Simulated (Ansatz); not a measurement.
# B4H16Zr: relaxing the atoms and harmonic vibrations

Aim: for B4H16Zr, 2 runs in a chain (relaxing the atoms and harmonic vibrations).

Computed with Ansatz 0.2.0 (DFT wB97X-V, Gaussian basis def2-TZVP, unless a step's input says otherwise).

### 1 Starting point

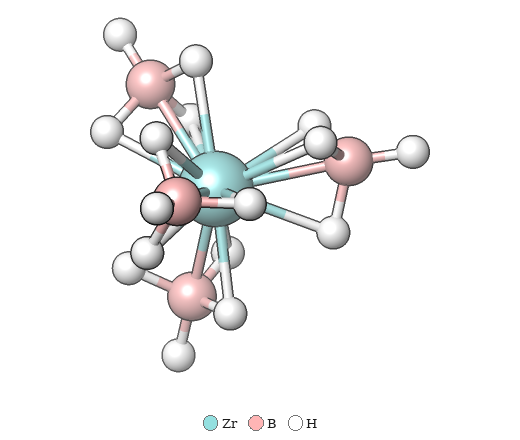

Start, viewed from a chosen angle; zirconium light teal, boron pink, hydrogen white.

Structure file:

```xyz
21

Zr    0.0358    0.0087    0.0019
B     1.3022    1.3339    1.3324
H     2.0248    2.0140    2.0256
H     1.6636    0.1227    1.4864
H     1.4864    1.7074    0.1500
H     0.1409    1.4578    1.6423
B     1.3591   -1.3615   -1.3632
H     2.0224   -1.9968   -2.0218
H     0.8180   -2.0369   -0.4173
H     0.4266   -0.8538   -2.0273
H     2.0376   -0.3903   -0.8633
B    -1.3520    1.3234   -1.3878
H    -2.0450    2.0060   -2.0040
H    -0.1520    1.4334   -1.6627
H    -1.6828    0.1145   -1.4778
H    -1.4776    1.6582   -0.1488
B    -1.3844   -1.3448    1.3597
H    -2.0094   -2.0043    2.0489
H    -1.9539   -0.3680    0.9785
H    -0.9988   -1.9957    0.3074
H    -0.3247   -0.9349    1.9797
```

### 2 Relaxing the atoms: B4H16Zr

File input.yaml:

```yaml
relax:
  f_tol: 0.001
  max_steps: 200
crystal:
  periodic: [false, false, false]
  atoms:
    - { symbol: Zr, position_ang: [0.03577, 0.00873, 0.00193] }
    - { symbol: B, position_ang: [1.30218, 1.33391, 1.33236] }
    - { symbol: H, position_ang: [2.02484, 2.01396, 2.02562] }
    - { symbol: H, position_ang: [1.66364, 0.12271, 1.48641] }
    - { symbol: H, position_ang: [1.48635, 1.70738, 0.14999] }
    - { symbol: H, position_ang: [0.14089, 1.45781, 1.64226] }
    - { symbol: B, position_ang: [1.3591, -1.36147, -1.36315] }
    - { symbol: H, position_ang: [2.02239, -1.99678, -2.02176] }
    - { symbol: H, position_ang: [0.81796, -2.03693, -0.41728] }
    - { symbol: H, position_ang: [0.42658, -0.85381, -2.02727] }
    - { symbol: H, position_ang: [2.03758, -0.39027, -0.86332] }
    - { symbol: B, position_ang: [-1.35198, 1.32338, -1.38783] }
    - { symbol: H, position_ang: [-2.04497, 2.00602, -2.00402] }
    - { symbol: H, position_ang: [-0.15201, 1.43341, -1.66271] }
    - { symbol: H, position_ang: [-1.68277, 0.11451, -1.47781] }
    - { symbol: H, position_ang: [-1.47765, 1.65817, -0.14878] }
    - { symbol: B, position_ang: [-1.38442, -1.34481, 1.35972] }
    - { symbol: H, position_ang: [-2.00944, -2.00434, 2.04889] }
    - { symbol: H, position_ang: [-1.95387, -0.36805, 0.97852] }
    - { symbol: H, position_ang: [-0.99882, -1.99567, 0.30739] }
    - { symbol: H, position_ang: [-0.32472, -0.93492, 1.97967] }
basis:
  gaussian: { orbitals: def2-TZVP }
hamiltonian:
  xc: { name: wB97X-V }
```

Run with:

```console
$ ansatz run input.yaml --threads 8 --pin off --max-ram 24576MiB --backend cpu --events-out ev --progress --plain --runs-dir out
```

What it wrote (excerpt; [...] marks lines left out):

```text
Warning: RAYON_NUM_THREADS=8 ignored (pool sized by the plan → 8); use --threads N
[...]
Functional definition: wB97X-V
[...]
      + integral(e_c_pw_opposite_spin*poly(b97_u_opposite, cos0, cos1)) + vv10(b, c)
1732 factors; their error is unknown
704 factors; integrals over basis functions are off by at most 1.2e-6 eV
[...]
mean field -4246.90477894 eV, -156.0708719706 hartree, gradient 3.8e-5 eV, S^2 0.000000; 0 other end points of the search recorded, 0 dependent functions left out
[...]
reference -4246.90477556 eV, -156.0708718466 hartree; 24, 24 occupied and 236, 236 virtual orbitals, 1732 factors
relax step   1: F+E_penalty+E_count = -4246.90477894 eV  Δ(F+E_penalty+E_count) = +0.000e0 eV  max|allowed force component| = 1.998e0 eV/Å  Δτ_max = 0.0000 Å  (28 SCF iters, accepted)
[...]
relax step   7: F+E_penalty+E_count = -4247.73095147 eV  Δ(F+E_penalty+E_count) = -2.391e-4 eV  max|allowed force component| = 5.848e-4 eV/Å  Δτ_max = 0.0061 Å  (26 SCF iters, accepted)
[...]
relax step   8: F+E_penalty+E_count = -4247.73095513 eV  Δ(F+E_penalty+E_count) = -3.660e-6 eV  max|allowed force component| = 4.309e-4 eV/Å  Δτ_max = 0.0019 Å  (24 SCF iters, accepted)
1732 factors; their error is unknown
704 factors; integrals over basis functions are off by at most 1.2e-6 eV
mean field -4247.73095513 eV, -156.1012333857 hartree, gradient 2.9e-5 eV, S^2 0.000000; 1 other end points of the search recorded, 0 dependent functions left out
[...]
Atom 4 at     1.279635     1.688928     0.177896 Å, force     0.000188     0.000009    -0.000116 eV/Å
Atom 5 at     0.079130     1.277577     1.698854 Å, force    -0.000123    -0.000050    -0.000112 eV/Å
Atom 6 at     1.369412    -1.334614    -1.294010 Å, force    -0.000010     0.000282     0.000290 eV/Å
Atom 7 at     2.076612    -2.019553    -1.959317 Å, force    -0.000033    -0.000090     0.000004 eV/Å
Atom 8 at     1.285206    -1.701827    -0.101507 Å, force     0.000187    -0.000105     0.000174 eV/Å
Atom 9 at     0.186316    -1.287198    -1.696546 Å, force    -0.000119    -0.000142     0.000022 eV/Å
Atom 10 at     1.733152    -0.139594    -1.233862 Å, force     0.000115     0.000128    -0.000117 eV/Å
Atom 11 at    -1.289997     1.330306    -1.373416 Å, force     0.000224     0.000284     0.000117 eV/Å
Atom 12 at    -1.953119     2.018463    -2.079542 Å, force    -0.000041    -0.000016    -0.000085 eV/Å
Atom 13 at    -0.083450     1.284630    -1.699310 Å, force     0.000001     0.000083     0.000039 eV/Å
Atom 14 at    -1.656512     0.135033    -1.342472 Å, force    -0.000236    -0.000087     0.000141 eV/Å
Atom 15 at    -1.282684     1.692010    -0.176279 Å, force     0.000010    -0.000086    -0.000139 eV/Å
Atom 16 at    -1.377341    -1.338380     1.282247 Å, force     0.000431    -0.000266    -0.000090 eV/Å
Atom 17 at    -2.085438    -2.025438     1.944409 Å, force     0.000010    -0.000044    -0.000093 eV/Å
Atom 18 at    -1.739360    -0.142581     1.227680 Å, force    -0.000067     0.000283    -0.000258 eV/Å
Atom 19 at    -1.293681    -1.700215     0.088010 Å, force    -0.000212    -0.000031     0.000275 eV/Å
Atom 20 at    -0.194155    -1.294461     1.684961 Å, force    -0.000227    -0.000248    -0.000236 eV/Å
Dipole moment:    -0.000110    -0.000083    -0.000003 e Å
```

Run time: 64 s. Hardware: 8 threads of AMD EPYC 7R13 (Zen 3), shared host; peak memory 1.4 GiB.

Step by step:

```
step  E - E(step 1) (eV)  largest force component (eV/Å)
   1              0.0000                          1.9980
   2             -0.4575                          1.4087
   3             -0.6957                          0.6678
   4             -0.8058                          0.1538
   5             -0.8202                          0.1477
   6             -0.8259                          0.0275
   7             -0.8262                          0.0006
   8             -0.8262                          0.0004
```

Step 1 is the start.

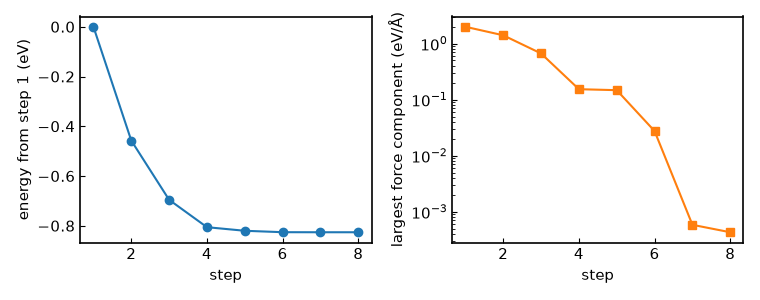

Energy and largest force along the relaxation.

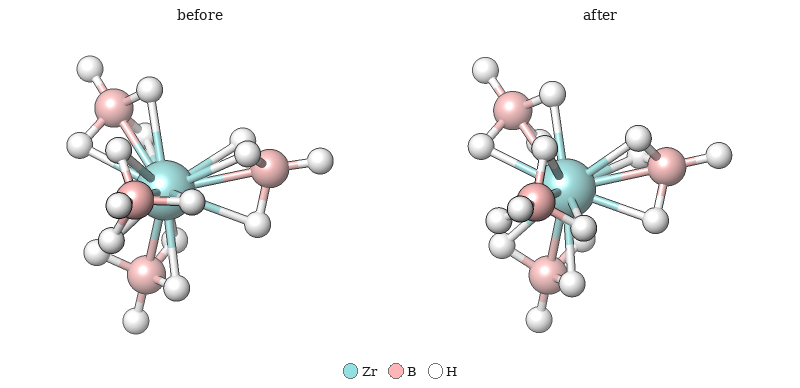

Before and after, at one scale.

Before: Bond lengths (14 of 32 bonds, heavy atoms first): Zr1–B2 2.265 Å, Zr1–B7 2.344 Å, Zr1–B12 2.363 Å, Zr1–B17 2.386 Å, B2–H3 1.211 Å, Zr1–H4 2.206 Å, B2–H4 1.273 Å, Zr1–H5 2.239 Å, B2–H5 1.254 Å, Zr1–H6 2.191 Å, B2–H6 1.208 Å, B7–H8 1.130 Å, Zr1–H9 2.230 Å, B7–H9 1.282 Å. Angles (14 of 172 angles, heavy atoms first): B2–Zr1–B7 111.6°, B2–Zr1–B12 110.4°, B2–Zr1–B17 109.3°, B7–Zr1–B12 108.3°, B7–Zr1–B17 109.6°, B12–Zr1–B17 107.5°, Zr1–B2–H3 177.3°, Zr1–B2–H4 70.9°, Zr1–B2–H5 72.7°, Zr1–B2–H6 70.9°, B2–Zr1–H4 33.1°, B2–Zr1–H5 32.3°, B2–Zr1–H6 31.4°, B2–Zr1–H9 116.8°.

After: Bond lengths (14 of 32 bonds, heavy atoms first): Zr1–B2 2.306 Å, Zr1–B7 2.306 Å, Zr1–B12 2.306 Å, Zr1–B17 2.306 Å, B2–H3 1.188 Å, Zr1–H4 2.133 Å, B2–H4 1.251 Å, Zr1–H5 2.133 Å, B2–H5 1.251 Å, Zr1–H6 2.133 Å, B2–H6 1.251 Å, B7–H8 1.188 Å, Zr1–H9 2.133 Å, B7–H9 1.251 Å. Angles (14 of 172 angles, heavy atoms first): B2–Zr1–B7 109.5°, B2–Zr1–B12 109.5°, B2–Zr1–B17 109.5°, B7–Zr1–B12 109.5°, B7–Zr1–B17 109.5°, B12–Zr1–B17 109.5°, Zr1–B2–H3 180.0°, Zr1–B2–H4 66.1°, Zr1–B2–H5 66.1°, Zr1–B2–H6 66.1°, B2–Zr1–H4 32.4°, B2–Zr1–H5 32.4°, B2–Zr1–H6 32.4°, B2–Zr1–H9 98.5°.

### 3 Harmonic vibrations

It takes the final geometry of step 2.

File input.yaml:

```yaml
crystal:
  periodic: [false, false, false]
  atoms:
    - { symbol: Zr, position_ang: [-0.00306345, -0.00515637, -0.0029355] }
    - { symbol: B, position_ang: [1.2858469, 1.32228823, 1.37351982] }
    - { symbol: H, position_ang: [1.95001229, 2.00629139, 2.08270458] }
    - { symbol: H, position_ang: [1.65010813, 0.12643185, 1.33774428] }
    - { symbol: H, position_ang: [1.27963486, 1.6889282, 0.17789595] }
    - { symbol: H, position_ang: [0.07913011, 1.27757691, 1.69885426] }
    - { symbol: B, position_ang: [1.36941175, -1.33461401, -1.29400968] }
    - { symbol: H, position_ang: [2.07661209, -2.01955336, -1.95931651] }
    - { symbol: H, position_ang: [1.28520588, -1.70182694, -0.10150713] }
    - { symbol: H, position_ang: [0.18631624, -1.28719798, -1.69654646] }
    - { symbol: H, position_ang: [1.73315182, -0.13959437, -1.23386192] }
    - { symbol: B, position_ang: [-1.28999703, 1.33030556, -1.37341571] }
    - { symbol: H, position_ang: [-1.9531186, 2.01846259, -2.07954242] }
    - { symbol: H, position_ang: [-0.08344983, 1.28463, -1.69930983] }
    - { symbol: H, position_ang: [-1.65651201, 0.13503342, -1.34247245] }
    - { symbol: H, position_ang: [-1.28268395, 1.69200967, -0.17627923] }
    - { symbol: B, position_ang: [-1.37734079, -1.33837969, 1.28224679] }
    - { symbol: H, position_ang: [-2.08543847, -2.02543757, 1.94440934] }
    - { symbol: H, position_ang: [-1.73935992, -0.14258141, 1.22768037] }
    - { symbol: H, position_ang: [-1.29368099, -1.70021523, 0.08801008] }
    - { symbol: H, position_ang: [-0.194155, -1.29446089, 1.68496138] }
basis:
  gaussian: { orbitals: def2-TZVP }
hamiltonian:
  xc: { name: wB97X-V }
phonons: {}
```

Run with:

```console
$ ansatz run input.yaml --threads 8 --pin off --max-ram 24576MiB --backend cpu --events-out ev --progress --plain --runs-dir out
```

What it wrote (excerpt; [...] marks lines left out):

```text
Warning: RAYON_NUM_THREADS=8 ignored (pool sized by the plan → 8); use --threads N
[...]
[... 1 set-up line as earlier in the session ...]
[...]
      + integral(e_c_pw_opposite_spin*poly(b97_u_opposite, cos0, cos1)) + vv10(b, c)
1732 factors; their error is unknown
701 factors; integrals over basis functions are off by at most 1.2e-6 eV
[...]
mean field -4247.73074366 eV, -156.1012256142 hartree, gradient 3.6e-6 eV, S^2 0.000000; 0 other end points of the search recorded, 0 dependent functions left out
[...]
mean field -4247.73066659 eV, -156.1012227820 hartree, gradient 9.9e-7 eV, S^2 0.000000; 0 other end points of the search recorded, 0 dependent functions left out
[...]
mean field -4247.73066299 eV, -156.1012226497 hartree, gradient 9.9e-7 eV, S^2 0.000000; 0 other end points of the search recorded, 0 dependent functions left out
[...]
mean field -4247.73073225 eV, -156.1012251950 hartree, gradient 1.1e-6 eV, S^2 0.000000; 0 other end points of the search recorded, 0 dependent functions left out
[...]
mean field -4247.73072426 eV, -156.1012249012 hartree, gradient 2.6e-6 eV, S^2 0.000000; 0 other end points of the search recorded, 0 dependent functions left out
[...]
mean field -4247.73072352 eV, -156.1012248740 hartree, gradient 2.9e-6 eV, S^2 0.000000; 0 other end points of the search recorded, 0 dependent functions left out
[...]
mean field -4247.73072420 eV, -156.1012248992 hartree, gradient 3.0e-6 eV, S^2 0.000000; 0 other end points of the search recorded, 0 dependent functions left out
[...]
mean field -4247.73072508 eV, -156.1012249313 hartree, gradient 2.8e-6 eV, S^2 0.000000; 0 other end points of the search recorded, 0 dependent functions left out
[...]
mean field -4247.73069309 eV, -156.1012237558 hartree, gradient 1.5e-6 eV, S^2 0.000000; 0 other end points of the search recorded, 0 dependent functions left out
[...]
[...]
```

### 4 The log goes on: Z-vib

The log, continued (excerpt; [...] marks lines left out):

```text
mean field -4247.73069209 eV, -156.1012237191 hartree, gradient 1.2e-6 eV, S^2 0.000000; 0 other end points of the search recorded, 0 dependent functions left out
[...]
mean field -4247.73073042 eV, -156.1012251276 hartree, gradient 1.3e-6 eV, S^2 0.000000; 0 other end points of the search recorded, 0 dependent functions left out
[...]
mean field -4247.73073325 eV, -156.1012252317 hartree, gradient 1.1e-6 eV, S^2 0.000000; 0 other end points of the search recorded, 0 dependent functions left out
[...]
mean field -4247.73064508 eV, -156.1012219913 hartree, gradient 2.3e-6 eV, S^2 0.000000; 0 other end points of the search recorded, 0 dependent functions left out
[...]
Atom 11 at    -1.289997     1.330306    -1.373416 Å, force     0.000422     0.000338     0.000053 eV/Å
Atom 12 at    -1.953119     2.018463    -2.079542 Å, force     0.000028     0.000009    -0.000128 eV/Å
Atom 13 at    -0.083450     1.284630    -1.699310 Å, force    -0.000236     0.000493     0.000074 eV/Å
Atom 14 at    -1.656512     0.135033    -1.342472 Å, force    -0.000139    -0.000340     0.000101 eV/Å
Atom 15 at    -1.282684     1.692010    -0.176279 Å, force    -0.000328    -0.000397    -0.000182 eV/Å
Atom 16 at    -1.377341    -1.338380     1.282247 Å, force     0.000328    -0.000161    -0.000309 eV/Å
Atom 17 at    -2.085438    -2.025438     1.944409 Å, force    -0.000062    -0.000031    -0.000127 eV/Å
Atom 18 at    -1.739360    -0.142581     1.227680 Å, force    -0.000045     0.000233     0.000077 eV/Å
Atom 19 at    -1.293681    -1.700215     0.088010 Å, force    -0.000584    -0.000021     0.000569 eV/Å
Atom 20 at    -0.194155    -1.294461     1.684961 Å, force    -0.000382    -0.000535    -0.000419 eV/Å
Dipole moment:    -0.000090    -0.000067    -0.000012 e Å
[...]
```

Wall time 9 min (8 threads of AMD EPYC 7R13 (Zen 3), shared host); peak memory 1.5 GiB.

Harmonic frequencies from the force constants, with rigid motions projected out (i: imaginary):

| mode | cm⁻¹ |
| --- | --- |
| 1 | 208 |
| 2 | 208 |
| 3 | 215 |
| 4 | 215 |
| 5 | 215 |
| 6 | 273 |
| 7 | 318 |
| 8 | 318 |
| 9 | 318 |
| 10 | 530 |
| 11 | 530 |
| 12 | 531 |
| 13 | 533 |
| 14 | 533 |
| 15 | 533 |
| 16 | 563 |
| 17 | 611 |
| 18 | 611 |
| 19 | 611 |
| 20 | 640 |
| 21 | 640 |
| 22 | 1113 |
| 23 | 1113 |
| 24 | 1113 |
| 25 | 1127 |
| 26 | 1127 |
| 27 | 1146 |
| 28 | 1146 |
| 29 | 1146 |
| 30 | 1251 |
| 31 | 1251 |
| 32 | 1251 |
| 33 | 1273 |
| 34 | 1273 |
| 35 | 1273 |
| 36 | 1331 |
| 37 | 1333 |
| 38 | 1333 |
| 39 | 1333 |
| 40 | 1335 |
| 41 | 1335 |
| 42 | 2255 |
| 43 | 2255 |
| 44 | 2256 |
| 45 | 2271 |
| 46 | 2271 |
| 47 | 2271 |
| 48 | 2289 |
| 49 | 2289 |
| 50 | 2289 |
| 51 | 2300 |
| 52 | 2300 |
| 53 | 2300 |
| 54 | 2698 |
| 55 | 2698 |
| 56 | 2698 |
| 57 | 2701 |

### 5 The runs side by side

| step | energy above the lowest (eV) | charge | 2S+1 typed | ⟨S²⟩ | dipole (D) | time |
| --- | --- | --- | --- | --- | --- | --- |
| 2 | 0.000 | 0 | 1 | 0.00 | 0.00 | 64 s |
| 3 | 0.000 | 0 | 1 | 0.00 | 0.00 | 9 min |

```
                     quantity             value
harmonic frequencies (step 3)  208 to 2701 cm⁻¹
   zero-point energy (step 3)          4.457 eV
```

What this shows: In step 3 all modes are real: a minimum.
